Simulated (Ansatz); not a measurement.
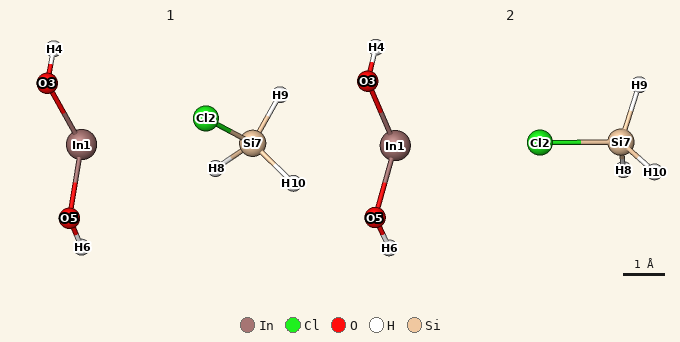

Two geometries of InSiH$_{5}$O$_{2}$Cl (multiplicity 2), drawn at one scale. One is the start of a relaxation, the other its converged end. A ball-and-stick model, seen from a free direction.

Theory: Ansatz 0.2.0, UKS PBE/def2-SVP. Set-up: collinear spin; force threshold 0.03 eV/Å; at most 50 steps.

**Which geometry has the lower energy?**

Structure 1 is the relaxed one. The run prepares an end point of a later path (reaction) calculation, from a guessed geometry. The atom that moves furthest after the best rigid fit is H8 (1.79 Å). Largest moves by element: H 1.79 Å, Cl 1.41 Å, O 0.92 Å, Si 0.76 Å, In 0.74 Å. Some distances before and after: In1–Cl2 3.639 → 3.310 Å, Cl2–Si7 2.118 → 2.098 Å. After 22 geometry steps the energy has fallen by 6.40 kJ/mol. The largest force component goes from 0.38 to 0.021 eV/Å. The forces were under the threshold at step 8, but the run went on from there.

Limits of the set-up: the start holds two separate molecules, 3.6 Å apart at their closest, whose relative position is a soft coordinate and is computed without a dispersion correction.
